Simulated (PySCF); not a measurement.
H4ClFN2Sn, SMILES [NH2][Sn]([NH2])([F])[Cl], singlet at its B3LYP/def2-SVP optimised geometry (Å):

```
9

N      1.6948    -0.7029     0.0000
Sn    -0.3327    -0.7029     0.0000
N     -1.0919     1.1760     0.0000
F     -0.7760    -1.6931     1.6163
Cl    -1.3870    -1.8623    -1.7698
H      2.0816    -0.4283    -0.9044
H      2.0657    -1.6260     0.2321
H     -0.9959     1.6260     0.9120
H     -2.0816     1.1779    -0.2512
```

Computed with B3LYP/def2-TZVP, def2 effective core potentials past Kr (PySCF). The core electrons that the potentials of Sn replace are not part of the density. Cells within 0.4 Å of a nucleus heavier than hydrogen are left out (blank, or x).

Map of the electron localisation function on the plane z = 0.0 Å:

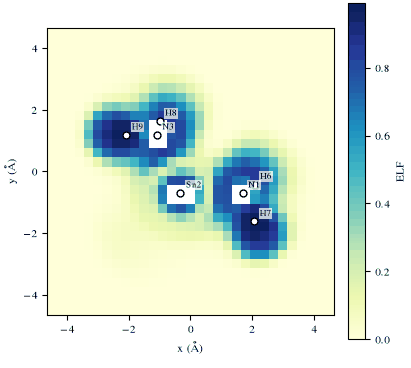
Figure: Electron localisation function on the plane z = 0.0 Å.
